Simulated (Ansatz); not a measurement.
# Al(111) with 4 thermally displaced layers, 2x2: scattering by thermal displacements, part 2 of 2

Aim: the resistivity of Al at 800 K from frozen thermal displacements between perfect leads.

Ansatz 0.2.0; Ansatz plane-wave DFT, PBE, PAW files; ballistic transport by layer matching (Landauer), zero bias; PAW set soft_1.

So far, open channels per spin nearest the Fermi level: step 2 (with 4 displaced layers) 5.41.

### 4. With 12 displaced layers

System of this step: Al(111) with 12 thermally displaced layers, 2x2. The cell holds 72 atoms: 72 Al. Cell: a = 5.725 Å, b = 5.725 Å, c = 42.068 Å, α = 90.0°, β = 90.0°, γ = 120.0°. It derives from Al. Regions: lead, 24 atoms (24 Al); scattering region, 48 atoms (48 Al). The structure is stacked along c, and the current runs across the ab planes.

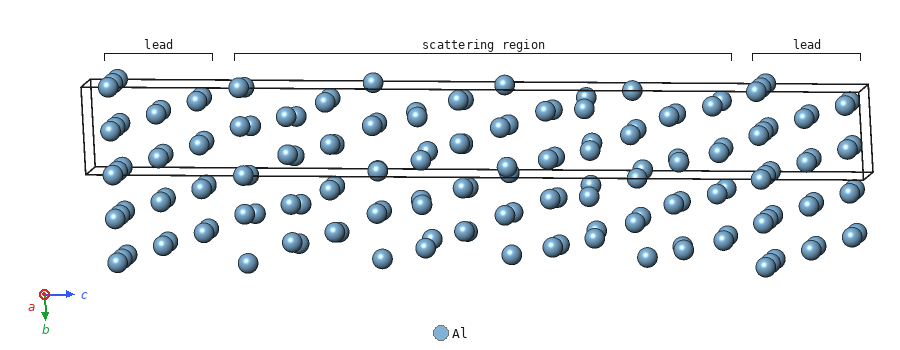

The cell of this step (aluminium light blue). 1×2×1 cells are drawn. Some periodic images of atoms are drawn too.

The input, input.yaml:

```yaml
crystal:
  lattice:
    - [5.7246940741, 0.0, 0.0]
    - [-2.862347037, 4.957730497, 0.0]
    - [0.0, 0.0, 42.0677382451]
  atoms:
    - { symbol: Al, position: [0.0, 0.0, 0.0277777778] }
    - { symbol: Al, position: [0.0, 0.5, 0.0277777778] }
    - { symbol: Al, position: [0.5, 0.0, 0.0277777778] }
    - { symbol: Al, position: [0.5, 0.5, 0.0277777778] }
    - { symbol: Al, position: [0.1666666667, 0.3333333333, 0.0833333333] }
    - { symbol: Al, position: [0.1666666667, 0.8333333333, 0.0833333333] }
    - { symbol: Al, position: [0.6666666667, 0.3333333333, 0.0833333333] }
    - { symbol: Al, position: [0.6666666667, 0.8333333333, 0.0833333333] }
    - { symbol: Al, position: [0.3333333333, 0.1666666667, 0.1388888889] }
    - { symbol: Al, position: [0.3333333333, 0.6666666667, 0.1388888889] }
    - { symbol: Al, position: [0.8333333333, 0.1666666667, 0.1388888889] }
    - { symbol: Al, position: [0.8333333333, 0.6666666667, 0.1388888889] }
    - { symbol: Al, position: [0.9838268661, 0.9971230284, 0.1953660282] }
    - { symbol: Al, position: [0.9609853701, 0.4402134841, 0.1941796923] }
    - { symbol: Al, position: [0.5229175804, 0.033704629, 0.1965609971] }
    - { symbol: Al, position: [0.4714311276, 0.4775056068, 0.2018086968] }
    - { symbol: Al, position: [0.2154916974, 0.3902530096, 0.2577995555] }
    - { symbol: Al, position: [0.1506345698, 0.8453071933, 0.2516781367] }
    - { symbol: Al, position: [0.6901497809, 0.3501752185, 0.2507400692] }
    - { symbol: Al, position: [0.6480051755, 0.786636844, 0.2493941821] }
    - { symbol: Al, position: [0.3151702164, 0.1705853587, 0.3038430653] }
    - { symbol: Al, position: [0.362709157, 0.6921228808, 0.3066862087] }
    - { symbol: Al, position: [0.8432874709, 0.1695553749, 0.303915398] }
    - { symbol: Al, position: [0.82120358, 0.6512623858, 0.3069766431] }
    - { symbol: Al, position: [0.0094128991, 0.0180660628, 0.3562446466] }
    - { symbol: Al, position: [0.0120429081, 0.4762960146, 0.3584216423] }
    - { symbol: Al, position: [0.4859309786, 0.9824904603, 0.3621774207] }
    - { symbol: Al, position: [0.4679268901, 0.4667614981, 0.3580131737] }
    - { symbol: Al, position: [0.2026669436, 0.3347088466, 0.4123903321] }
    - { symbol: Al, position: [0.1427133662, 0.7849757705, 0.4232213449] }
    - { symbol: Al, position: [0.6330743931, 0.3482125822, 0.4186578143] }
    - { symbol: Al, position: [0.6323053437, 0.8426656859, 0.420319027] }
    - { symbol: Al, position: [0.3499743844, 0.1747788425, 0.475698496] }
    - { symbol: Al, position: [0.3428920529, 0.677122494, 0.4717581135] }
    - { symbol: Al, position: [0.835709889, 0.1374092047, 0.475122228] }
    - { symbol: Al, position: [0.8027846395, 0.6327700373, 0.4735600263] }
    - { symbol: Al, position: [0.0605106224, 0.0298881851, 0.5258890977] }
    - { symbol: Al, position: [0.0117303093, 0.485883546, 0.5273235294] }
    - { symbol: Al, position: [0.4664010538, 0.9279827221, 0.5284796087] }
    - { symbol: Al, position: [0.4614503909, 0.4783254122, 0.522377501] }
    - { symbol: Al, position: [0.1111899875, 0.3040174346, 0.5863572637] }
    - { symbol: Al, position: [0.2111171135, 0.832549979, 0.587332256] }
    - { symbol: Al, position: [0.6298502405, 0.2739107562, 0.5838824357] }
    - { symbol: Al, position: [0.672000927, 0.8200122756, 0.5844402956] }
    - { symbol: Al, position: [0.3353268919, 0.1398326541, 0.6334796616] }
    - { symbol: Al, position: [0.3240983991, 0.6601070749, 0.6375971829] }
    - { symbol: Al, position: [0.8867204034, 0.220296578, 0.6373628282] }
    - { symbol: Al, position: [0.8667658205, 0.6959100487, 0.64150098] }
    - { symbol: Al, position: [0.0221447892, 0.9879026106, 0.6971541467] }
    - { symbol: Al, position: [0.0669783256, 0.524977279, 0.6921739486] }
    - { symbol: Al, position: [0.5359736903, 0.0392337639, 0.6957959373] }
    - { symbol: Al, position: [0.5088147118, 0.5479577031, 0.6898668998] }
    - { symbol: Al, position: [0.1799651776, 0.3328306095, 0.7456279387] }
    - { symbol: Al, position: [0.2048946428, 0.8441453999, 0.7457263469] }
    - { symbol: Al, position: [0.6761555127, 0.3199195392, 0.7430306217] }
    - { symbol: Al, position: [0.6522200119, 0.8415243003, 0.7523284006] }
    - { symbol: Al, position: [0.3384914206, 0.1680703589, 0.8072769966] }
    - { symbol: Al, position: [0.345944234, 0.7032454689, 0.806099988] }
    - { symbol: Al, position: [0.8496481403, 0.1834742642, 0.8016834439] }
    - { symbol: Al, position: [0.8379977321, 0.7141736758, 0.8067836968] }
    - { symbol: Al, position: [0.0, 0.0, 0.8611111111] }
    - { symbol: Al, position: [0.0, 0.5, 0.8611111111] }
    - { symbol: Al, position: [0.5, 0.0, 0.8611111111] }
    - { symbol: Al, position: [0.5, 0.5, 0.8611111111] }
    - { symbol: Al, position: [0.1666666667, 0.3333333333, 0.9166666667] }
    - { symbol: Al, position: [0.1666666667, 0.8333333333, 0.9166666667] }
    - { symbol: Al, position: [0.6666666667, 0.3333333333, 0.9166666667] }
    - { symbol: Al, position: [0.6666666667, 0.8333333333, 0.9166666667] }
    - { symbol: Al, position: [0.3333333333, 0.1666666667, 0.9722222222] }
    - { symbol: Al, position: [0.3333333333, 0.6666666667, 0.9722222222] }
    - { symbol: Al, position: [0.8333333333, 0.1666666667, 0.9722222222] }
    - { symbol: Al, position: [0.8333333333, 0.6666666667, 0.9722222222] }
kpoints:
  mp_grid: { grid: [5, 5, 1] }
hamiltonian:
  xc: pbe
  pseudopotentials: { kind: paw, azcp: { folder: soft_1 } }
scf:
  occupations: { method: fermi_dirac, width: 0.1 }
output:
  transmission:
    leads: [[0, 4]]
    kmesh: [10, 10]
    e_range: [-0.05, 0.05]
    de: 0.05
  write_potential: true
  write_density: true
  volumetric_format: npy
```

Started as:

```console
> ansatz run input.yaml --threads 4 --pin off --max-ram 15360MiB --backend cpu --events-out ev --progress --plain --runs-dir out
```

Numbers of over 12 decimals in the logs are rounded to 6 here.

The program printed:

```text
[...]
Crystal: 72 atoms, lattice volume = 1193.945 Å³
Basis set: ecut = 420 eV, 23469 PW (Γ)
Bands: 180, of which v1, the nominal top of the filled ones, is band 108 counted from 1 (107 counted from 0)
Symmetry: 1 space group operations
[...]
k-points: 13 of 25 (time reversal used)
[...]
SCF iter   1: F=—  HF=-38697.811012 eV  |F-HF|=—  |Δ(HF+E_count)|=         —  Δρ=2.60e-2  dr2=3.29e1  ethr=3.10e-3  ⟨swp⟩=6.3  Hψ=10954  notcnv=0  defer=119
[...]
SCF iter   8: F=-38693.365850 eV  HF=-38693.365850 eV  |F-HF|=2.43e-8  |Δ(HF+E_count)|=   2.12e-8  Δρ=7.81e-7  dr2=3.03e-8  ethr=4.63e-11  ⟨swp⟩=14.4  Hψ=10164  notcnv=0
SCF 1 converged in 8 iterations: F = -38693.365850 eV  dr2 = 3.03e-8
[...]
transmission: 273 of 2704 steps passed
transmission: 549 of 2704 steps passed
[...]
transmission: 2704 of 2704 steps passed
SCF converged after 8 iterations
Free energy (F): -38693.365850 eV
[...]
Internal energy: -38692.221988 eV  (E = F + TS)
E sigma→0 (E₀):  -38692.793919 eV
Entropy (-TS):   -1.143862 eV (-15.887 meV/atom)
Fermi energy:    7.913758 eV
[...]
--- Band table (eV; the first three rows and the last of 13) ---
  k-point 0: bands = [... 104 lower, 6.6123, 6.6502, 6.7274, 6.7811, 6.8144, 6.8482, 6.9066, 6.9179, ... 68 higher]
  k-point 1: bands = [... 104 lower, 6.9233, 6.9780, 7.0707, 7.1217, 7.1871, 7.2167, 7.3370, 7.4607, ... 68 higher]
  k-point 2: bands = [... 104 lower, 7.9464, 7.9882, 8.0223, 8.0708, 8.0813, 8.1007, 8.1250, 8.1415, ... 68 higher]
  k-point 12: bands = [... 104 lower, 7.7159, 7.7784, 7.8371, 7.8977, 7.9304, 7.9634, 7.9867, 8.0242, ... 68 higher]
--- Transmission ---
  basis      : 253 plane waves across, 52 finite elements along
  points     : 52, standing for a mesh of 10 x 10
[...]
channels       : 5.590000e0 a spin
[...]
junction   : crystal 0 to crystal 0, 0.70 to 40.43 Å
    transmission   : 3.907523e0 a spin
[...]
```

It took 13 min on 4 threads of Arm Neoverse V1, shared host; peak memory 4.8 GiB; 43 min of CPU time.

Numbers from this step:

```
free energy                                    : -38693.3658 eV
energy at zero smearing                        : -38692.7939 eV
Fermi energy                                   : 7.914 eV
transmission per spin nearest the Fermi level  : 3.908
open channels per spin nearest the Fermi level : 5.59
step of the lead's potential                   : 5.5 meV
```

Per spin. Table of transmission, zone mean by energy, zero at the Fermi level:

```
energy (eV)  transmission, zone mean
    -0.0500                     3.71
     0.0000                     3.91
     0.0500                     3.92
```

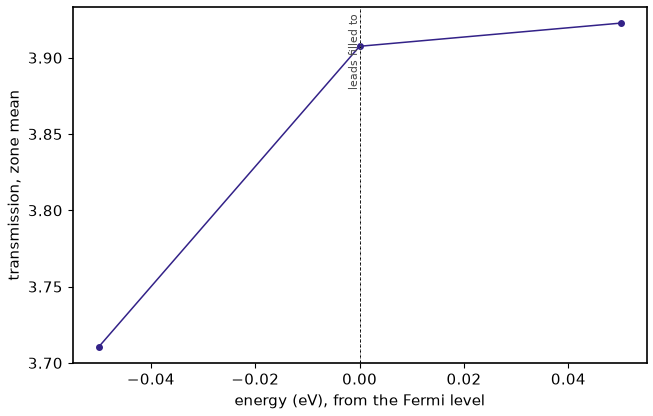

Transmission, zone mean against energy.

Over the solved energies the transmission per spin lies between 3.71 and 3.92, out of 5.47 channels of the lead on average (up to 5.59).

### 5. Resistance against length

This step: Ansatz plane-wave DFT, PBE, PAW files; ballistic transport by layer matching (Landauer), zero bias; resistivity from the slope of the area resistance; PAW set soft_1 (Ansatz 0.2.0).

This step gave:

```
resistivity           : 10.51 µΩ cm
intercept             : -0.01021 fΩ m²
scatter about the fit : 0.002724 fΩ m²
```

Resistance, by row:

```csv
run,length (Å),T,channels N,RA (fΩ m²)
n4,9.348,4.815,5.43,0.08609
n8,18.7,4.261,5.47,0.1901
n12,28.05,3.847,5.47,0.2825
```

Area resistance against length of the displaced region:

```
length of the displaced region (Å)  area resistance (fΩ m²)
                              9.35                   0.0861
                             18.70                    0.190
                             28.05                    0.283
```

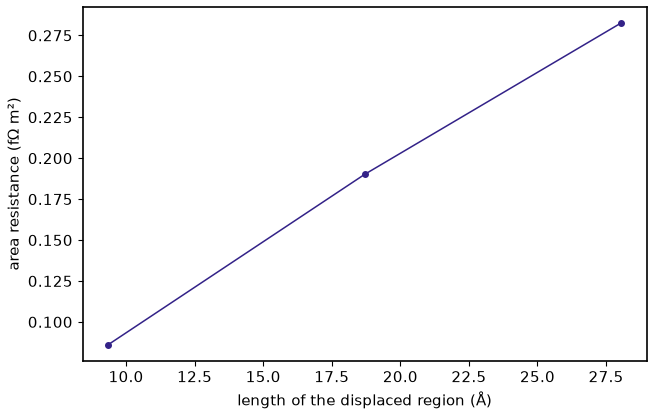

Area resistance, plotted against length of the displaced region.

The area resistance goes from 0.086 to 0.28 fΩ m² between 9.3 and 28.0 Å, a slope of 11 µΩ cm.

By hand from the end points: (0.2825 − 0.08609) fΩ m² / (28.05 − 9.35) Å = 11 µΩ cm, since 1 fΩ m² per Å is 1000 µΩ cm.

### 6. What came out

```json
{
  "resistivity from the slope": "10.5 µΩ cm",
  "area resistance over 9.35 Å": "0.0861 fΩ m²",
  "area resistance over 18.7 Å": "0.190 fΩ m²",
  "area resistance over 28.0 Å": "0.283 fΩ m²"
}
```

The slope gives 11 µΩ cm. The points scatter by 0.0027 fΩ m² about the line, with one random draw a length in a 2x2 cell, so the slope is a rough value. The mean square of the displacements drawn is 0.75, 0.94 and 0.81 of the nominal one at the three lengths; with each resistance scaled back by that, the slope is 13 µΩ cm, the value used below. Read with a model of isotropic scattering on a spherical Fermi surface and the lead's 1.5×10¹⁵ S/m², this slope means a mean free path near 43 Å; over these lengths the model's slope is 1.06 times its bulk resistivity, which would be 12 µΩ cm. Uncorrelated displacements put too much weight on short waves, which scatter strongly; with the sideways repeat of a small cell, one draw and three short lengths, the method is good to a factor of two or three.

[Logs are printed without paths, hosts, clocks, repeated set-up lines and the standing remarks that a program may print on its own settings, such as how far it seeks lower states.]

[Hosts, paths, dates, database ids (printed as entryN), source tags and the programs' standing remarks are cut or masked in the printed files.]
